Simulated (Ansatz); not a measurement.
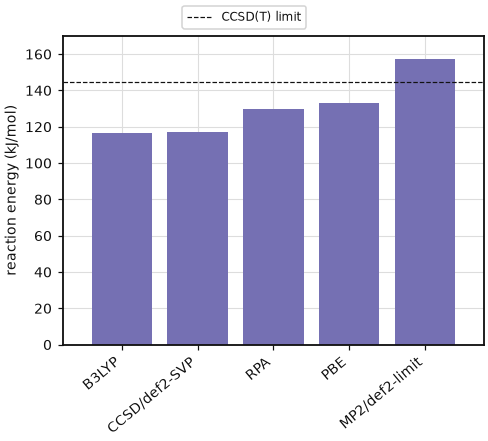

Electronic reaction energy of BGeSiH₆Cl ([SiH3][BH][GeH2][Cl]) → BSiH₄Cl ([SiH3]BCl) + GeH₂ ([GeH2]) [singlet] (SMILES in brackets) at several levels (functionals in def2-TZVPP unless a basis is named), isolated molecules at PBE0-D4 triple-zeta geometries, minima by their frequencies, no zero-point or thermal terms, the Ansatz code 0.2.0. The line is frozen-core CCSD(T) at the basis limit (MP2 extrapolated from triple and quadruple zeta, plus CCSD(T) less MP2 in a smaller set). RPA holds a correlation term that converges slowly with the basis, so part of the distance to the limit is basis error. The distance of CCSD/def2-SVP to the limit includes basis error.

What range do the values span, the line included?

From 116.5 kJ/mol (B3LYP) to 157.3 kJ/mol (MP2/def2-limit).

What do zero-point energy and temperature add?

Zero-point change −12.2 kJ/mol; at 298.15 K and 1 bar the CCSD(T) limit plus thermal terms gives an enthalpy of reaction of 135.2 and a free energy of 91.8 kJ/mol (harmonic PBE0-D4 modes, ideal gas).

Known limits of this run: no scalar relativity up to krypton; outer-core shells are correlated without core-valence functions, which makes the correlated values less sure; one conformer of each flexible molecule.
